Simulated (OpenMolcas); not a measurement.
# C3H9In (trimethylindium (TMIn)), step by step, part 2 of 3

OpenMolcas 26.06. The steps go on from the part before.

## Step 5: An energy scan at SC-NEVPT2(2,2)/ANO-RCC-VDZP (DKH2, RICD fitting, pt2 variant SC-NEVPT2) (run 4)

Input file step4.input:

```
>>> COPY $CurrDir/step2.RasOrb $Project.RasOrb
>>> ForEach K in (1, 2, 3, 4, 5, 6, 7, 8, 9)

&GATEWAY
  Coord=$CurrDir/point$K.xyz
  Basis=ANO-RCC-VDZP
  Group=NoSym
  RICD

&SEWARD

&RASSCF
  FileOrb=$Project.RasOrb
  Spin=1
  Nactel=2 0 0
  Inactive=37
  Ras2=2
  OrbListing=Nothing

&CASPT2
  SC-NEVPT2
  Frozen=21
>>> EndDo
```

On the command line:

```sh
$ export MOLCAS_MEM=1860
$ pymolcas step4.input > step4.log
```

Output:

```text
--- Start Module: gateway ---

                                              &GATEWAY

                       available to each process: 1.9 GB of memory, 1 thread

++    Symmetry information:
      ---------------------

                    Character Table for C1

                             E
                    a        1  x, y, xy, Rz, z, xz, Ry, yz, Rx, I
--

++    Basis set information:
      ----------------------

      Basis set label: C.ANO-RCC...3S2P1D.

      Electronic valence basis set:
      ------------------
      Associated Effective Charge   6.000000 au
      Associated Actual Charge      6.000000 au
      Nuclear Model: Point charge

      Shell  nPrim  nBasis  Cartesian Spherical Contaminant
         s      14       3        X
         p       9       2        X
         d       4       1                 X

      Basis set label: IN.ANO-RCC...6S5P3D1F.

      Electronic valence basis set:
      ------------------
      Associated Effective Charge  49.000000 au
      Associated Actual Charge     49.000000 au
      Nuclear Model: Point charge

      Shell  nPrim  nBasis  Cartesian Spherical Contaminant
         s      22       6        X
         p      19       5        X
         d      13       3                 X
         f       5       1                 X

      Basis set label: C.ANO-RCC...3S2P1D.

      Electronic valence basis set:
      ------------------
      Associated Effective Charge   6.000000 au
      Associated Actual Charge      6.000000 au
      Nuclear Model: Point charge

      Shell  nPrim  nBasis  Cartesian Spherical Contaminant
         s      14       3        X
         p       9       2        X
         d       4       1                 X

      Basis set label: H.ANO-RCC...2S1P.

      Electronic valence basis set:
      ------------------
      Associated Effective Charge   1.000000 au
      Associated Actual Charge      1.000000 au
      Nuclear Model: Point charge

      Shell  nPrim  nBasis  Cartesian Spherical Contaminant
         s       8       2        X
         p       4       1        X
--

++    Molecular structure info:
      -------------------------

                    ************************************************
                    **** Cartesian Coordinates / bohr, angstrom ****
                    ************************************************

     Center  Label                x              y              z                     x              y              z
        1      C1              -0.798523       3.718938      -1.696757             -0.422560       1.967977      -0.897885
        2      IN2              0.172986       0.126190      -0.003751              0.091540       0.066777      -0.001985
        3      C3               2.945970      -0.035003       2.996945              1.558940      -0.018523       1.585915
[... 9 lines of this table left out ...]
       13      H13             -0.416420      -4.939032      -1.043478             -0.220360      -2.613623      -0.552185

                    ***************************************
                    *    InterNuclear Distances / bohr    *
                    ***************************************

               1 C1            2 IN2           3 C3            4 C4            5 H5            6 H6
    1 C1       0.000000
    2 IN2      4.088756        0.000000
    3 C3       7.081252        4.088961        0.000000
    4 C4       7.085965        4.088759        7.078848        0.000000
[... 8 lines of this table left out ...]
   13 H13      8.690984        5.204316        7.188893        2.062208        9.919561        9.701318

               7 H7            8 H8            9 H9           10 H10          11 H11          12 H12
    7 H7       0.000000
    8 H8      10.229206        0.000000
    9 H9       9.056685        3.360790        0.000000
   10 H10      9.330071        3.336123        3.336418        0.000000
   11 H11      6.718134        9.066496       10.234475        9.331027        0.000000
   12 H12      8.178446        7.677074        9.320103        9.121079        3.336852        0.000000
   13 H13      8.879089        6.958060        9.065887        7.685548        3.360836        3.335803

              13 H13
   13 H13      0.000000

                    *******************************************
                    *    InterNuclear Distances / angstrom    *
                    *******************************************

               1 C1            2 IN2           3 C3            4 C4            5 H5            6 H6
    1 C1       0.000000
    2 IN2      2.163677        0.000000
    3 C3       3.747237        2.163785        0.000000
    4 C4       3.749731        2.163678        3.745965        0.000000
[... 8 lines of this table left out ...]
   13 H13      4.599071        2.754005        3.804198        1.091274        5.249206        5.133717

               7 H7            8 H8            9 H9           10 H10          11 H11          12 H12
    7 H7       0.000000
    8 H8       5.413063        0.000000
    9 H9       4.792592        1.778453        0.000000
   10 H10      4.937261        1.765400        1.765556        0.000000
   11 H11      3.555083        4.797783        5.415851        4.937767        0.000000
   12 H12      4.327847        4.062533        4.931986        4.826667        1.765786        0.000000
   13 H13      4.698612        3.682047        4.797461        4.067017        1.778478        1.765231

              13 H13
   13 H13      0.000000

[... 148 lines left out ...]
                                         RASSCF iterations: Energy and convergence statistics
[... 23 lines left out ...]
      conf/sym  11     Coeff  Weight
[... 24 lines left out ...]
      Final state energy(ies):
[... 115 lines left out ...]
      Spin density orbitals for root   1 are written to the SPDORB.1 file
[... 93 lines left out ...]
      Reference energy:       -5995.9807153806
[... 16 lines left out ...]
      Total energy:           -5996.8385588778
[... 318 lines left out ...]
      Convergence after 10 iterations
[... 16 lines left out ...]
      Natural orbitals and occupation numbers for root  1
[... 23 lines left out ...]
::    RASSCF root number  1 Total energy:  -5995.99199820
[... 124 lines left out ...]
 ###    WARNING: User changed nr of frozen orbitals.                         ###
[... 84 lines left out ...]
      Total energy:           -5996.8495166065
[... 15 lines left out ...]
      Reference weight:           0.79669
[... 324 lines left out ...]
      Note: transformation to natural orbitals
[... 12 lines left out ...]
      *                                                    Final results                                                     *
[... 20 lines left out ...]
      Von Neumann Entropy (Root   1) =  0.09446
[... 169 lines left out ...]
      Imaginary shift                            0.00
[... 40 lines left out ...]
      Reference weight:           0.79616
[... 27 lines left out ...]
::    SC-NEVPT2 Root  1     Total energy:  -5996.84483193
[... 313 lines left out ...]
      printout of CI-coefficients larger than  0.05 for root  1
[... 12 lines left out ...]
++    Final optimization conditions:
[... 51 lines left out ...]
      Dipole Moment (debye):
[... 153 lines left out ...]
 Compute H0 matrices for state    1
[... 29 lines left out ...]
  FINAL SC-NEVPT2 RESULT:
[... 243 lines left out ...]
      Nuclear repulsion energy =  359.43539934
[... 91 lines left out ...]
      energy=   -5995.935339
[... 15 lines left out ...]
      RASSCF energy for state  1                  -5995.93533930
[... 124 lines left out ...]
      Natural orbitals for root   1 are written to the RASORB.1 file
[... 92 lines left out ...]
  FINAL PC-NEVPT2 RESULT:
[... 15 lines left out ...]
      Reference energy:       -5995.9353392987
[... 308 lines left out ...]
                                         RASSCF iterations: Energy and convergence statistics
[... 23 lines left out ...]
      conf/sym  11     Coeff  Weight
[... 24 lines left out ...]
      Final state energy(ies):
[... 115 lines left out ...]
      Spin density orbitals for root   1 are written to the SPDORB.1 file
[... 93 lines left out ...]
      Reference energy:       -5995.8978106785
[... 16 lines left out ...]
      Total energy:           -5996.7480088668
[... 316 lines left out ...]
      Convergence after 12 iterations
[... 16 lines left out ...]
      Natural orbitals and occupation numbers for root  1
[... 23 lines left out ...]
::    RASSCF root number  1 Total energy:  -5995.86573373
[... 124 lines left out ...]
 ###    WARNING: User changed nr of frozen orbitals.                         ###
[... 84 lines left out ...]
      Total energy:           -5996.7127558275
[... 15 lines left out ...]
      Reference weight:           0.79626
[... 322 lines left out ...]
      Note: transformation to natural orbitals
[... 12 lines left out ...]
      *                                                    Final results                                                     *
[... 20 lines left out ...]
      Von Neumann Entropy (Root   1) =  0.81603
[... 169 lines left out ...]
      Imaginary shift                            0.00
[... 40 lines left out ...]
      Reference weight:           0.79707
[... 27 lines left out ...]
::    SC-NEVPT2 Root  1     Total energy:  -5996.68707543
[... 311 lines left out ...]
      printout of CI-coefficients larger than  0.05 for root  1
[... 12 lines left out ...]
++    Final optimization conditions:
[... 51 lines left out ...]
      Dipole Moment (debye):
[... 58 lines left out ...]
      NBO located      1.000 non-bonded electrons on atom IN2
      NBO located      1.000 non-bonded electrons on atom IN2
      NBO located      1.000 non-bonded electrons on atom IN2
      NBO located      1.000 non-bonded electrons on atom IN2
      NBO located      1.000 non-bonded electrons on atom IN2
      NBO located      1.000 non-bonded electrons on atom IN2
      NBO located      1.000 non-bonded electrons on atom IN2
      NBO located      1.000 non-bonded electrons on atom IN2
      NBO located      1.000 non-bonded electrons on atom IN2
      NBO located      1.000 non-bonded electrons on atom IN2
      NBO located      0.992 non-bonded electrons on atom C3
      NBO located      0.991 non-bonded electrons on atom C4
      The remaining   13.820 electrons are to be considered as diffuse
--

--

      Average orbitals are written to the RASORB file
      Natural orbitals for root   1 are written to the RASORB.1 file
      Spin density orbitals for root   1 are written to the SPDORB.1 file

--- Stop Module: rasscf /rc=_RC_ALL_IS_WELL_ ---
--- Module rasscf spent 11 seconds ---

--- Start Module: caspt2 ---

                                              &CASPT2

                       available to each process: 1.9 GB of memory, 1 thread

 ###############################################################################
 ###    WARNING: User changed nr of frozen orbitals.                         ###
 ###############################################################################

++    Wave function specifications:
      -----------------------------

      Number of closed shell electrons          32
      Number of electrons in active shells       2
      Max number of holes in RAS1 space          0
      Max number of electrons in RAS3 space      0
      Number of inactive orbitals               16
      Number of active orbitals                  2
      Number of secondary orbitals              91
      Spin quantum number                      0.0
      State symmetry                             1
      Number of CSFs                             3
      Number of CASSCF root(s) available         1
      NEVPT2 state passed to geometry opt.       1
      A file JOBMIX will be created
      This is a CASSCF or RASSCF reference function
--

++    Orbital specifications:
      -----------------------

      Symmetry species                           1
                                                 a
      Frozen orbitals                           21
      Inactive orbitals                         16
      Active orbitals                            2
      Secondary orbitals                        91
      Deleted orbitals                           0
      Number of basis functions                130
--

++    NEVPT2 specifications:
      ----------------------

      Type of calculation                        SS-NEVPT2
      Internal contraction for energies          partially and strongly contracted
                                                 (PC-NEVPT2 and SC-NEVPT2)
      Denominator threshold for SC-NEVPT2        1.00E-09
      Fock operator                              state-specific
      0th-order Hamiltonian                      DYALL
      IPEA shift                                 0.00
      Real shift                                 0.00
      Imaginary shift                            0.00
      The input orbitals will be transformed to quasi-canonical
--

--------------------------------------------------------------------------------
 Estimated memory requirements:
  POLY3 :                   250070
  RHS:                     1436116
  SIGMA :                  1388592
  PRPCTL:                        0
 Available workspace:    232479628

++ NEVPT2 computation for group   1

********************************************************************************
 Multi-State initialization phase begins for group   1
--------------------------------------------------------------------------------
********************************************************************************
 Compute H0 matrices for state    1
--------------------------------------------------------------------------------
--------------------------------------------------------------------------------
 H0 matrices have been computed.

********************************************************************************
  NEVPT2 EQUATION SOLUTION
--------------------------------------------------------------------------------

  Total nr of NEVPT2 parameters:
   Before reduction:     1401965
   After  reduction:     1382640

 Variance of |WF0>:       3.5190590310
-----------------------------------------------------------------------------------------------------------------------------

  FINAL PC-NEVPT2 RESULT:

      Reference energy:       -5995.8327502115
      E2 (Non-variational):      -0.8420406479
      E2 (Variational):          -0.8420406479
      Total energy:           -5996.6747908593
      Residual norm:              0.0000000000
      Reference weight:           0.79786

      Contributions to the PC-NEVPT2 correlation energy
      Active & Virtual Only:         -0.0001846681
      One Inactive Excited:          -0.0403639173
      Two Inactive Excited:          -0.8014920625

  FINAL SC-NEVPT2 RESULT:

      Reference energy:       -5995.8327502115
      E2 (Non-variational):      -0.8419950560
      E2 (Variational):          -0.8419950560
      Total energy:           -5996.6747452674
      Residual norm:              0.0000000000
      Reference weight:           0.79795

      Contributions to the SC-NEVPT2 correlation energy
      Active & Virtual only:         -0.0001847312
      One Inactive Excited:          -0.0403196108
      Two Inactive Excited:          -0.8014907140

   (Skip denominator check etc. with SC-NEVPT2 wavefunction)

   (Skipping property calculation,
    use PROP keyword to activate)
--

  Total SC-NEVPT2 energies:
::    SC-NEVPT2 Root  1     Total energy:  -5996.67474527

  A NEW JOBIPH FILE NAMED 'JOBMIX' IS PREPARED.
********************************************************************************
--- Stop Module: caspt2 /rc=_RC_ALL_IS_WELL_ ---
--- Module caspt2 spent 2 seconds ---

>>> END FOREACH

.##################.
.# Happy landing! #.
.##################.

    Timing: Wall=297.30 User=271.25 System=15.34
```

It took 5 min on 1 thread of Intel Xeon Platinum 8375C at 2.90GHz (Ice Lake), shared host; peak memory 0.37 GiB.

The scan, from its lowest point:

```
H5–C1 (Å)  energy (kJ/mol)
    0.982             28.6
    1.091              0.0
    1.200             12.2
    1.364             66.8
    1.582            159.5
    1.855            266.4
    2.182            359.1
    2.619            426.4
    3.274            458.7
```

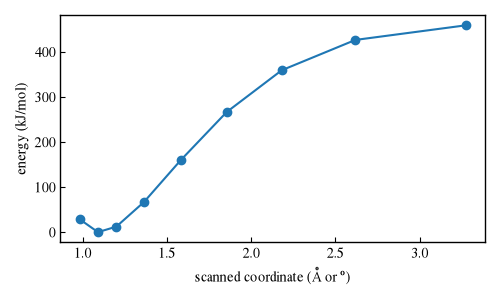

Energy along the scan.

(Continued in part 3 of 3.)
